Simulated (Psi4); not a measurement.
Intermolecular potential of C3H8 ··· H3O+ (SMILES CCC and [OH3+]) (charge +1). Monomers: optimised at B3LYP-D3(BJ) (def2-TZVP), held rigid. Orientation: lowest of the rigid-body minima from ten starts at GFN2-xTB. R is the distance of the centres of mass, along which the second monomer moves.

Method: SAPT0/jun-cc-pVDZ, frozen core (Psi4).

Components in kJ/mol:

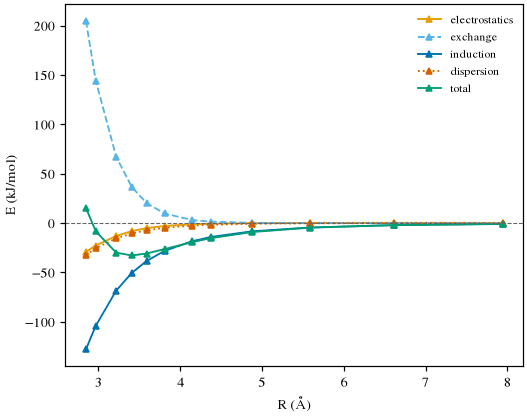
*Components of the interaction energy.*

| R / Å | electrostatics | exchange | induction | dispersion | total |
|---|---|---|---|---|---|
| 2.85 | -29.22 | 204.72 | -127.88 | -32.43 | 15.19 |
| 2.97 | -22.85 | 143.94 | -104.01 | -25.55 | -8.46 |
| 3.22 | -13.09 | 66.95 | -68.41 | -15.50 | -30.05 |
| 3.41 | -8.25 | 36.50 | -50.51 | -10.60 | -32.86 |
| 3.59 | -5.21 | 20.22 | -38.49 | -7.42 | -30.91 |
| 3.81 | -2.95 | 9.65 | -28.26 | -4.87 | -26.43 |
| 4.15 | -1.27 | 2.98 | -18.37 | -2.63 | -19.28 |
| 4.38 | -0.71 | 1.32 | -14.10 | -1.78 | -15.26 |
| 4.88 | -0.13 | 0.22 | -8.40 | -0.82 | -9.14 |
| 5.59 | 0.12 | 0.02 | -4.53 | -0.32 | -4.71 |
| 6.62 | 0.19 | 0.00 | -2.19 | -0.10 | -2.10 |
| 7.94 | 0.16 | 0.00 | -1.02 | -0.03 | -0.89 |
